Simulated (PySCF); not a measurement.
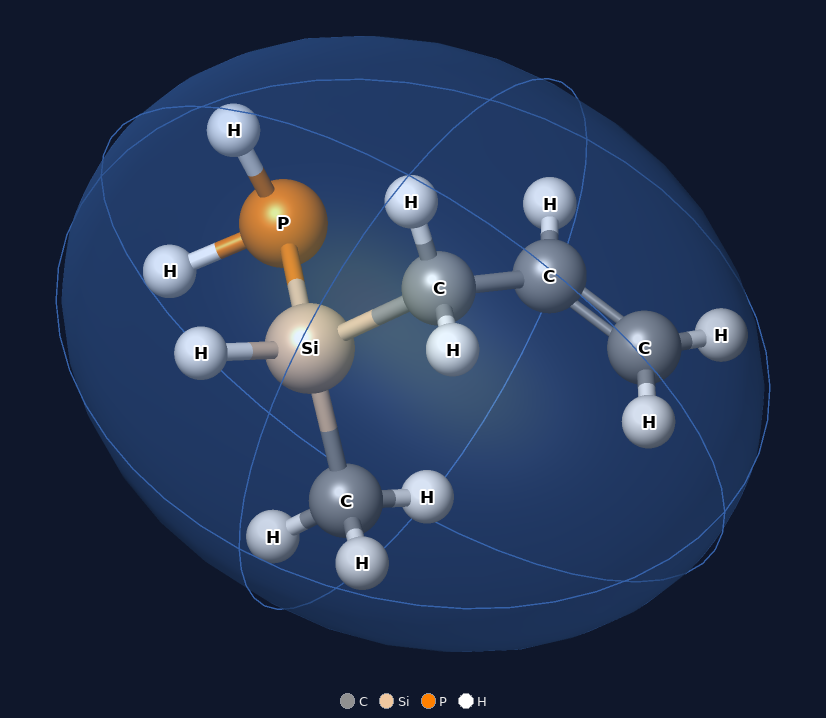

The ellipsoid shows the static dipole polarisability: its half-axes are proportional to the principal values. The computed structure is the end point of a PBE0-D3(BJ)/def2-SVP optimisation. No frequency run is at hand to confirm it as a minimum. Computed with PBE0/def2-SVPD (PySCF 2.14.0).

Give the principal values, the mean and the anisotropy.

Answer. Principal values 92.3, 101.1, 124.0 bohr³; mean 105.8 bohr³ (15.68 Å³); anisotropy 28.3 bohr³, so the longest axis is 1.34 times the shortest.
